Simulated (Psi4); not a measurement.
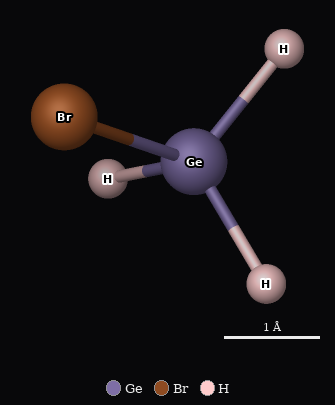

**Figure 1.** The structure as given in the input (ball-and-stick view, seen at a tilt). Sticks mark near contacts. Bond lengths as drawn: Br–Ge 2.31 Å and Ge–H 1.53 Å.

GeH3Br: single-point calculation

- system: GeH3Br
- method: r2SCAN/def2-TZVPP, RKS, dispersion D4 (Psi4 1.11)

The geometry was optimised with PBE0/def2-TZVP.

Input (calc.dat):
```
memory 3300 mb

molecule m {
  0 1
  Ge
  Br 1 2.307951
  H 1 1.531881 2 107.37494
  H 1 1.531951 3 111.47333 2 117.30005
  H 1 1.531898 3 111.55202 4 125.34096
  symmetry c1
}

set {
  basis def2-TZVPP
  scf_type df
  dft_radial_points 99
  dft_spherical_points 590
}

energy_value = energy("r2scan-d4")
print_variables()
```

Run on 2 threads of Intel Xeon (Granite Rapids), 64 GiB of memory available, shared host.

Launch command:
```bash
psi4 -i calc.dat -o calc.out -n 2
```

Log:
```
Psi4 1.11 release

   => Loading Basis Set <=

    Name: DEF2-TZVPP
    Role: ORBITAL
    Keyword: BASIS

   => R2SCAN-D4(BJ,EEQ)ATM: Empirical Dispersion <=

        a1 =       0.515592
        a2 =       5.773429
       alp =      16.000000
        s6 =       1.000000
        s8 =       0.601875
        s9 =       1.000000
        ga =       3.000000
        gc =       2.000000
        wf =       6.000000

         ---------------------------------------------------------
                                   SCF
                              RKS Reference
                        2 Threads,   3147 MiB Core
         ---------------------------------------------------------

  ==> Geometry <==

    Molecular point group: c1
    Full point group: C1

    Geometry (in Angstrom), charge = 0, multiplicity = 1:

       Center              X                  Y                   Z               Mass
    ------------   -----------------  -----------------  -----------------  -----------------
         GE           0.000009067514     0.000006968494    -1.159724032906    73.921177761000
         BR           0.000009067514     0.000006968494     1.148226967094    78.918337600000
         H            0.000009067514     1.461989818682    -1.617179543220     1.007825032230
         H           -1.266816700750    -0.730460344342    -1.616280539968     1.007825032230
         H            1.265432519137    -0.732586266226    -1.616585196639     1.007825032230

  Running in c1 symmetry.

  Rotational constants: A =      2.60792  B =      0.07855  C =      0.07855 [cm^-1]
  Rotational constants: A =  78183.61575  B =   2354.96573  C =   2354.92521 [MHz]
  Nuclear repulsion =  308.352149733705858

  Charge       = 0
  Multiplicity = 1
  Electrons    = 70
  Nalpha       = 35
  Nbeta        = 35

  ==> Algorithm <==

  SCF Algorithm Type is DF.
  DIIS enabled.
  MOM disabled.
  Fractional occupation disabled.
  Guess Type is SAD.
  Energy threshold   = 1.00e-06
  Density threshold  = 1.00e-06
  Integral threshold = 1.00e-12

  ==> Primary Basis <==

  Basis Set: DEF2-TZVPP
    Blend: DEF2-TZVPP
    Number of shells: 50
    Number of basis functions: 138
    Number of Cartesian functions: 155
    Spherical Harmonics?: true
    Max angular momentum: 3

  ==> DFT Potential <==

   => LibXC <=

    Version 7.1.2

   => Composite Functional: R2SCAN-D4BJEEQATM <=

    r2SCAN Meta-GGA XC Functional  (0.1021/acs.jpclett.0c02405)

    Deriv               =              1
    GGA                 =           TRUE
    Meta                =           TRUE

    Exchange Hybrid     =          FALSE
    MP2 Hybrid          =          FALSE

   => Exchange Functionals <=

    1.0000   XC_MGGA_X_R2SCAN

   => Correlation Functionals <=

    1.0000   XC_MGGA_C_R2SCAN

   => LibXC Density Thresholds  <==

    XC_MGGA_C_R2SCAN:  1.00E-15
    XC_MGGA_X_R2SCAN:  1.00E-11

   => Molecular Quadrature <=

    Radial Scheme          =       TREUTLER
    Pruning Scheme         =           NONE
    Nuclear Scheme         =       TREUTLER

    Blocking Scheme        =         OCTREE
    BS radius alpha        =              1
    Pruning alpha          =              1
    Radial Points          =             99
    Spherical Points       =            590
    Total Points           =         274708
    Total Blocks           =           2033
    Max Points             =            256
    Max Functions          =            137
    Weights Tolerance      =       1.00E-15

   => Loading Basis Set <=

    Name: (DEF2-TZVPP AUX)
    Role: JKFIT
    Keyword: DF_BASIS_SCF

  ==> Integral Setup <==

  DFHelper Memory: AOs need 0.088 GiB; user supplied 0.238 GiB.
  SCF_SUBTYPE=INCORE selected. In-core MEM_DF algorithm will be used.
  Using in-core AOs.

  ==> MemDFJK: Density-Fitted J/K Matrices <==

    J tasked:                   Yes
    K tasked:                    No
    wK tasked:                   No
    Memory [MiB]:               243
    Algorithm:                 Core
    Schwarz Cutoff:           1E-12
    Mask sparsity (%):       3.2871
    Fitting Condition:        1E-10

   => Auxiliary Basis Set <=

  Basis Set: (DEF2-TZVPP AUX)
    Blend: DEF2-UNIVERSAL-JKFIT
    Number of shells: 138
    Number of basis functions: 586
    Number of Cartesian functions: 802
    Spherical Harmonics?: true
    Max angular momentum: 5

  Cached 100.0% of DFT collocation blocks in 2.067 [GiB].

  Minimum eigenvalue in the overlap matrix is 5.7111366678E-03.
  Reciprocal condition number of the overlap matrix is 1.1595384350E-03.
    Using symmetric orthogonalization.

  ==> Pre-Iterations <==

  SCF Guess: Superposition of Atomic Densities via on-the-fly atomic UHF (no occupation information).

   -------------------------
    Irrep   Nso     Nmo
   -------------------------
     A        138     138
   -------------------------
    Total     138     138
   -------------------------

  ==> Iterations <==

                           Total Energy        Delta E     RMS |[F,P]|

   @DF-RKS iter SAD: -4648.47596242390409   -4.64848e+03   0.00000e+00
   @DF-RKS iter   1: -4650.93169961081821   -2.45574e+00   2.56426e-02 ADIIS/DIIS
   @DF-RKS iter   2: -4635.37542811763160    1.55563e+01   8.01667e-02 ADIIS/DIIS
   @DF-RKS iter   3: -4652.39416534495467   -1.70187e+01   1.48720e-02 ADIIS/DIIS
   @DF-RKS iter   4: -4652.95444464925640   -5.60279e-01   1.68103e-03 ADIIS/DIIS
   @DF-RKS iter   5: -4652.96490091279338   -1.04563e-02   7.33889e-04 ADIIS/DIIS
   @DF-RKS iter   6: -4652.96795509872845   -3.05419e-03   1.74379e-04 ADIIS/DIIS
   @DF-RKS iter   7: -4652.96835430478495   -3.99206e-04   3.16770e-05 DIIS
   @DF-RKS iter   8: -4652.96836332047951   -9.01569e-06   6.20382e-06 DIIS
   @DF-RKS iter   9: -4652.96836374477698   -4.24297e-07   4.75319e-07 DIIS
  Energy and wave function converged.

  ==> Post-Iterations <==

   Electrons on quadrature grid:
      Ntotal   =   69.9999993108 ; deviation = -6.892e-07

    Orbital Energies [Eh]
    ---------------------

    Doubly Occupied:

       1A   -482.215192     2A   -398.183204     3A    -62.290488
       4A    -56.071396     5A    -56.068902     6A    -56.068902
       7A    -49.620865     8A    -44.111352     9A    -44.109793
      10A    -44.109791    11A     -8.624022    12A     -6.428149
      13A     -6.419438    14A     -6.419438    15A     -6.188876
      16A     -4.343235    17A     -4.338109    18A     -4.338105
      19A     -2.526318    20A     -2.523974    21A     -2.523974
      22A     -2.517545    23A     -2.517545    24A     -1.155532
      25A     -1.153169    26A     -1.153168    27A     -1.149581
      28A     -1.149577    29A     -0.733354    30A     -0.536601
      31A     -0.350603    32A     -0.350497    33A     -0.340716
      34A     -0.269244    35A     -0.269226

    Virtual:

      36A     -0.045162    37A      0.006950    38A      0.029883
      39A      0.030032    40A      0.153471    41A      0.153513
      42A      0.177595    43A      0.193248    44A      0.207661
      45A      0.207714    46A      0.261107    47A      0.274135
      48A      0.274158    49A      0.288550    50A      0.288591
      51A      0.402340    52A      0.402473    53A      0.423191
      54A      0.437960    55A      0.437987    56A      0.445582
      57A      0.525028    58A      0.546720    59A      0.546807
      60A      0.598693    61A      0.770377    62A      0.771193
      63A      0.771308    64A      0.854198    65A      0.854248
      66A      0.942459    67A      0.942509    68A      0.973660
      69A      1.013183    70A      1.066245    71A      1.066415
      72A      1.127271    73A      1.216088    74A      1.216260
      75A      1.271953    76A      1.284333    77A      1.284390
      78A      1.382512    79A      1.395490    80A      1.395513
      81A      1.440773    82A      1.440929    83A      1.501898
      84A      1.539131    85A      1.539143    86A      1.544328
      87A      1.546591    88A      1.628148    89A      1.628941
      90A      1.629000    91A      1.651341    92A      1.651352
      93A      1.701304    94A      1.887739    95A      1.887769
      96A      2.026819    97A      2.456289    98A      2.456451
      99A      2.507217   100A      2.670855   101A      2.670912
     102A      2.766817   103A      2.782919   104A      2.783100
     105A      3.202423   106A      3.267267   107A      3.267283
     108A      3.384886   109A      3.384984   110A      3.424866
     111A      3.616897   112A      3.626584   113A      3.627231
     114A      3.695544   115A      3.731496   116A      3.731783
     117A      3.774116   118A      3.856082   119A      3.856086
     120A      3.965578   121A      4.052914   122A      4.068051
     123A      4.068145   124A      4.087375   125A      4.087476
     126A      4.115478   127A      4.181567   128A      4.182107
     129A      4.212419   130A      4.212868   131A      4.421974
     132A      4.549935   133A      4.549953   134A      4.732860
     135A      5.128880   136A      5.129556   137A      6.407767
     138A      7.471490

    Final Occupation by Irrep:
              A
    DOCC [    35 ]
    NA   [    35 ]
    NB   [    35 ]

  @DF-RKS Final Energy: -4652.96836374477698

   => Energetics <=

    Nuclear Repulsion Energy =            308.3521497337058577
    One-Electron Energy =               -7094.4750592877280724
    Two-Electron Energy =                2304.6406728582096548
    DFT Exchange-Correlation Energy =    -171.4855056367422890
    Empirical Dispersion Energy =          -0.0006214122220333
    VV10 Nonlocal Energy =                  0.0000000000000000
    Total Energy =                      -4652.9683637447769797

Computation Completed

Properties will be evaluated at   0.000000,   0.000000,   0.000000 [a0]

Properties computed using the SCF density matrix

 Multipole Moments:

 ------------------------------------------------------------------------------------
     Multipole            Electronic (a.u.)      Nuclear  (a.u.)        Total (a.u.)
 ------------------------------------------------------------------------------------

 L = 1.  Multiply by 2.5417464519 to convert [e a0] to [Debye]
 Dipole X            :          0.0018956           -0.0014505            0.0004451
 Dipole Y            :          0.0014308           -0.0011148            0.0003161
 Dipole Z            :          2.6192797           -3.3509956           -0.7317158
 Magnitude           :                                                    0.7317160

 ------------------------------------------------------------------------------------

	total time  =         10 seconds =       0.17 minutes

  Variable Map:
  ----------------------------------------------------------------------------
  "CURRENT ENERGY"                                    =>   -4652.968363744777
  "CURRENT REFERENCE ENERGY"                          =>   -4652.968363744777
  "DD SOLVATION ENERGY"                               =>       0.000000000000
  "DFT FUNCTIONAL TOTAL ENERGY"                       =>   -4652.967742332555
  "DFT TOTAL ENERGY"                                  =>   -4652.968363744777
  "DFT VV10 ENERGY"                                   =>       0.000000000000
  "DFT XC ENERGY"                                     =>    -171.485505636742
  "DISPERSION CORRECTION ENERGY"                      =>      -0.000621412222
  "GRID ELECTRONS ALPHA"                              =>      34.999999655412
  "GRID ELECTRONS BETA"                               =>      34.999999655412
  "GRID ELECTRONS TOTAL"                              =>      69.999999310825
  "NUCLEAR REPULSION ENERGY"                          =>     308.352149733706
  "ONE-ELECTRON ENERGY"                               =>   -7094.475059287728
  "PCM POLARIZATION ENERGY"                           =>       0.000000000000
  "PE ENERGY"                                         =>       0.000000000000
  "R2SCAN-D4(BJ,EEQ)ATM DISPERSION CORRECTION ENERGY" =>      -0.000621412222
  "SCF ITERATION ENERGY"                              =>   -4652.968363744777
  "SCF ITERATIONS"                                    =>       9.000000000000
  "SCF TOTAL ENERGY"                                  =>   -4652.968363744777
  "TWO-ELECTRON ENERGY"                               =>    2304.640672858210
  "XC GRID RADIAL POINTS"                             =>      99.000000000000
  "XC GRID SPHERICAL POINTS"                          =>     590.000000000000
  "XC GRID TOTAL POINTS"                              =>  274708.000000000000

  Array Variable Map:
  ----------------------------------------------------------------------------
  "CURRENT DIPOLE"                                    =>       0.000445062919 ... -0.731715841624 1 by 3
  "SCF DIPOLE"                                        =>       0.000445062919 ... -0.731715841624 1 by 3
  "SCF TOTAL ENERGIES"                                =>   -4648.475962423904 ... -4652.968363744777 1 by 10

    Psi4 run time: 0:00:10.45
```

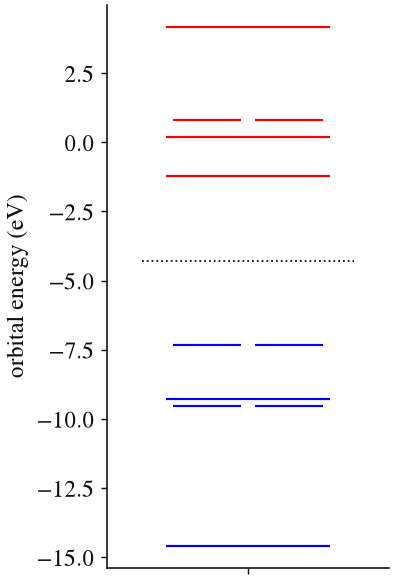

**Figure 2.** Orbital energies near the frontier; the dotted line parts filled from empty levels, and levels within 0.02 eV of each other stand side by side. Highest filled −7.33 eV, lowest empty −1.23 eV, 6.10 eV apart.

Key numbers:

| quantity | value |
| --- | --- |
| outcome | converged |
| total energy | −4652.968364 hartree |
| dispersion energy | −0.000621 hartree |
| basis functions | 138 |
| HOMO | −7.33 eV |
| LUMO | −1.23 eV |
| dipole moment | 1.86 D |
| wall time | 12 s (CPU time 34 s) |
| peak memory | 2.5 GiB |
